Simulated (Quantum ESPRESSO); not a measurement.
Consider ErZn (Pm-3m).

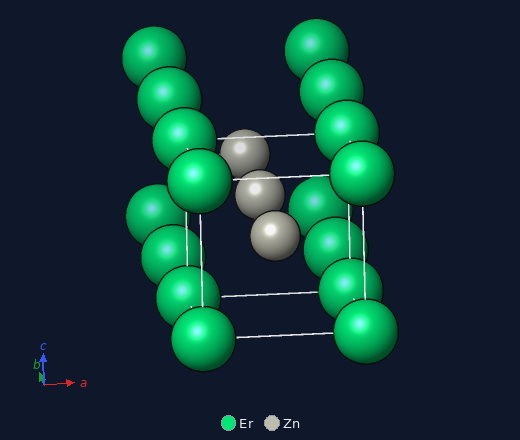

The structure (erbium green, zinc light grey). 1×3×1 cells are drawn. Some periodic images of atoms are drawn too.

```xyz
2
Lattice="3.5079 0.0000 0.0000 0.0000 3.5079 0.0000 0.0000 0.0000 3.5079" Properties=species:S:1:pos:R:3 pbc="T T T"
Er    0.0000    0.0000    0.0000
Zn    1.7539    1.7539    1.7539
```

Absorber: atom 2, with 8 Er at 3.04 Å and 6 Zn at 3.51 Å (cube and octahedron, as in bcc, site symmetry m-3m). Method: Quantum ESPRESSO XSpectra, PBEsol, excited-electron core hole (neutral cell), 8-atom cell with 6.1 Å between holes, 5×5×5 k points, dipole transitions, Lorentzian half width 0.83 eV up to 4 eV, rising linearly to 1.75 eV at 25 eV (not a setting of the program: the run's 0.4 eV curve was folded afterwards with a further Lorentzian), without spin-orbit coupling.

Q: Predict the near-edge structure at the Zn K edge.

Main maxima up to 30 eV above the zero (height): 1.9 eV (0.79), 9.0 eV (1.55) and 21.0 eV (1.17). A K edge sees empty p states on the absorber. The total-energy difference is 9686.70 eV. One term is added: -30.96 eV, since the hole is spin-paired here and a spin-polarised one costs that much less in the free atom (computed apart). The photon energy is then 9655.74 eV. The tabulated edge of the element is 9659 eV. The functional leaves an error in such absolute values: in the free atom PBEsol prices this hole 8.8 eV below PBE (computed apart), and PBE is itself good to a few eV.

The Zn K spectrum (energy from the energy zero of the input (xe0, at the border of filled and empty states); intensity scaled to a mean of 1 over the first 20 eV; folded afterwards to Lorentzian half width 0.83 eV up to 4 eV, rising linearly to 1.75 eV at 25 eV; the points at xe0, where the cut of filled states can leave a spike, are interpolated):

| E (eV) | intensity |
| --- | --- |
| -2.0 | 0.11 |
| -0.5 | 0.24 |
| 1.0 | 0.62 |
| 2.5 | 0.74 |
| 4.0 | 0.59 |
| 5.5 | 0.82 |
| 7.0 | 1.16 |
| 8.5 | 1.50 |
| 10.0 | 1.41 |
| 11.5 | 1.20 |
| 13.0 | 1.06 |
| 14.5 | 1.02 |
| 16.0 | 0.98 |
| 17.5 | 0.98 |
| 19.0 | 1.02 |
| 20.5 | 1.17 |
| 22.0 | 1.17 |
| 23.5 | 1.16 |
| 25.0 | 1.10 |
| 26.5 | 1.08 |
| 28.0 | 1.06 |
| 29.5 | 1.10 |
| 31.0 | 1.17 |

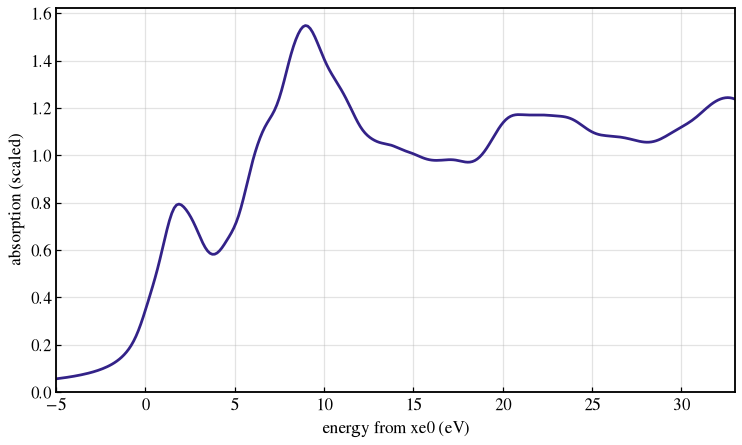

The Zn K edge.

The run has no spin polarisation, although Er can carry a moment. Lanthanide 4f electrons are frozen in the core. The holes are only 6.1 Å apart, so the shape is probably not converged with cell size; no larger cell was run here. The structure is a computed Materials Project entry and may be a hypothetical form.

[Banner, clock and machine lines of the logs are left out without a mark of their own.]

[Logs are printed without paths, hosts, clocks, repeated set-up lines and the standing remarks that a program may print on its own settings, such as how far it seeks lower states.]

[Hosts, paths, dates, database ids (printed as entryN), source tags and the programs' standing remarks are cut or masked in the printed files.]

[Lists of maxima count a maximum above −3 eV only where it reaches 4 % of the highest in the window and stands out from its surroundings by 2 % of it (1.5 % where it reaches 55 %); shoulders and weaker maxima are passed over, and of the rest the first, up to two pre-edge ones and the few strongest are named.]
